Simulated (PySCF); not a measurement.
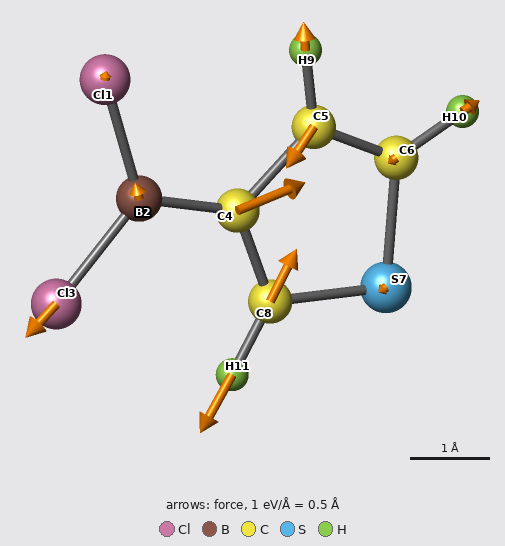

Starting geometry of C4H3BCl2S with the computed forces as orange arrows. Style: ball-and-stick. Shown at a tilt.

The start comes from GFN2-xTB. Its atoms were then displaced at random by about 0.01 Å.

Method: PBE0-D3(BJ)/def2-SVP geometry optimisation, gas phase in PySCF 2.14.0, density-fitted response routines. 

**What follows when this structure is relaxed?**

It isn't relaxed: the largest force vector, on C4, is 2.10 eV/Å. The final displacements follow the starting forces only in part (cosine between the two patterns 0.59). The energy falls by 2.56 kcal/mol in 6 geometry steps. Cl3 moves most after the best rigid fit: 0.057 Å. By element the largest moves are Cl 0.057 Å, H 0.044 Å, C 0.036 Å, B 0.013 Å, S 0.007 Å. Some distances before and after: C8–H11 1.049 → 1.090 Å, B2–Cl3 1.718 → 1.758 Å, B2–C4 1.506 → 1.535 Å, C4–C5 1.463 → 1.436 Å. Among the angles between lasting bonds that change: B2–C4–C8 126.0° → 123.3°.
